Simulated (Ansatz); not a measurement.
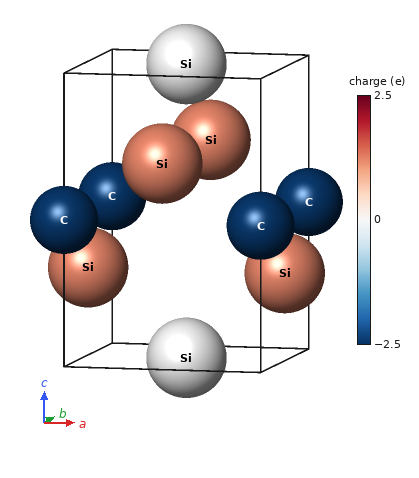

This spheres-only model is shown slightly off an axis. The wireframe shows the simulation cell. The atoms of this Si₃C cell are coloured by their Bader charge.

Theory: DFT PBE, scalar-relativistic, plane waves, PAW in Ansatz 0.2.0. Numerical settings: plane waves up to 420 eV, a 14×14×10 mesh of k-points, Gaussian smearing of 0.1 eV, no spin polarisation.

**Which way does the charge move?**

Most positive: Si; most negative: C. Charges: about Si 0.0 to +1.2 e; C -2.4 e.

Its origin is a structure type filled with these elements by a generator (whether the compound takes this form wasn't checked). Earlier steps of the study may have refined or changed the cell and positions. It was run through Ansatz as a DFT input.
